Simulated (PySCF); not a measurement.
# C₇H₁₀Si (SMILES [H][Si]([H])(C)c1ccccc1): what the fields show

Input

```
{"job": {"kind": "nmr", "xc": "PBE0", "basis": "pcSseg-1"}, "charge": 0, "multiplicity": 1}
Si     1.147376     1.392593     0.795618
H      1.178938     1.393588     2.292488
H      2.553963     1.402250     0.282424
C      0.236610     2.916473     0.176058
H      0.720370     3.842331     0.523443
H     -0.803804     2.913126     0.536022
H      0.214145     2.929680    -0.924554
C      0.298802    -0.180932     0.211072
C      0.596154    -0.734993    -1.043854
C     -0.066667    -1.871251    -1.504331
C     -1.042166    -2.477137    -0.713174
C     -1.349481    -1.944214     0.537857
C     -0.683409    -0.807271     0.993351
H      1.363973    -0.275167    -1.673986
H      0.180986    -2.288568    -2.483602
H     -1.561345    -3.369655    -1.071191
H     -2.109572    -2.418873     1.163499
H     -0.931184    -0.405042     1.980580
```

Run with:

```sh
OMP_NUM_THREADS=1 python probes_run.py task.json out
```

Geometry: PBE0-D3(BJ)/def2-SVP.

Theory: PBE0/pcSseg-1, SCF density, gas phase, non-relativistic in PySCF 2.14.0.

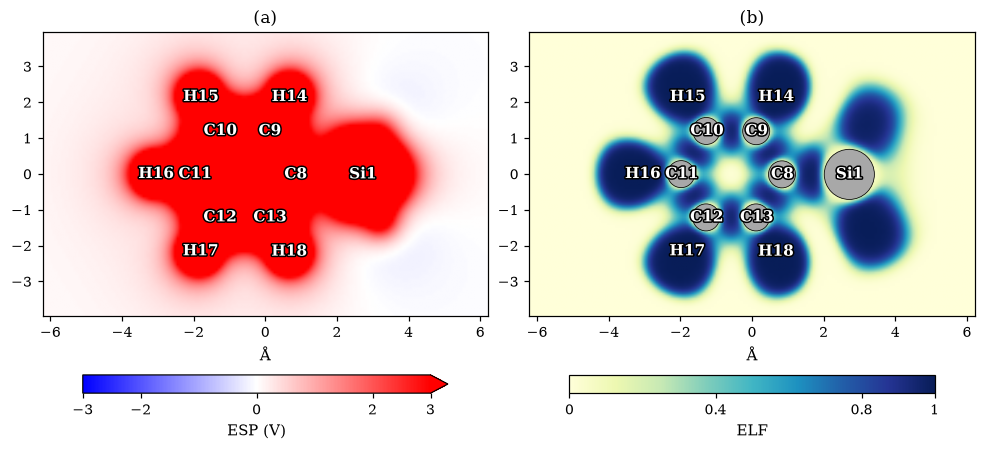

Figure 1. (a) electrostatic potential; (b) ELF on the plane of atoms C11, C12 and H17. Grey discs cover the atomic cores in the ELF map.

**Describe what can be read from this map.**

- Atoms in the plane: Si, C and H.
- C–C (1.39 Å): the ELF peaks at about 0.95 between the atoms; a covalent bond.
- C–Si (1.88 Å): the ELF peaks at about 0.95 between the atoms: a shared electron pair.
- C–H (1.09 Å): the ELF climbs to about 1 towards the hydrogen, as it does in any bond to H; an ordinary covalent bond to hydrogen.
- The potential has no marked negative region in this plane.

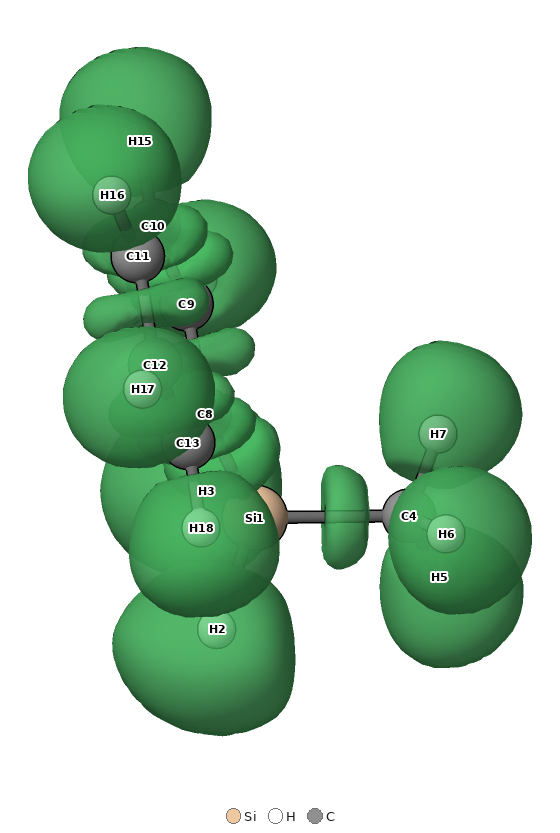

Figure 2. Isosurface of the electron localisation function at 0.8 (green), seen at an oblique angle. Core shells and regions of very low density are left out.

**Describe the localisation domains.**

At this value the surface marks out six regions between bonded C–C atoms (shared pairs), two regions between bonded C–Si atoms (shared pairs) and ten regions around hydrogen nuclei.

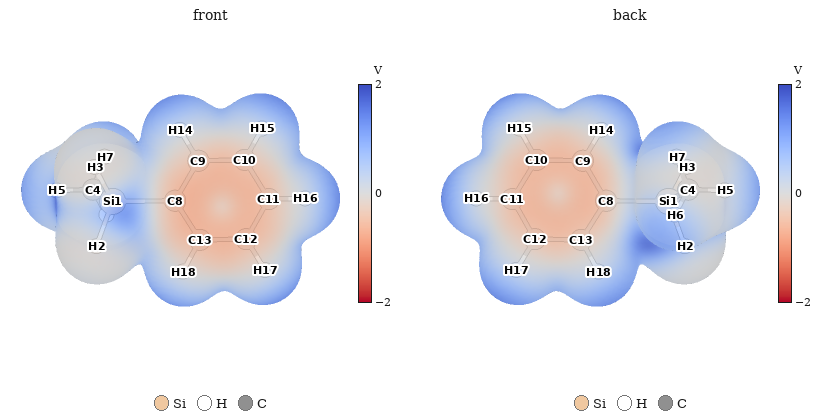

Figure 3. The electrostatic potential painted on the density surface at 0.004 e/bohr³, seen from the front and from behind; the colour scale runs from red (negative) to blue (positive).

**Which sites attract a positive test charge, and which a negative one?**

A positive charge is drawn to the negative regions and a negative charge to the positive ones. The most negative region (about −0.7 V) lies over the π face of the C atoms, the most positive (about +1.5 V) over Si1.

**How polar is the molecule by this calculation?**

Its dipole moment is 0.81 D.
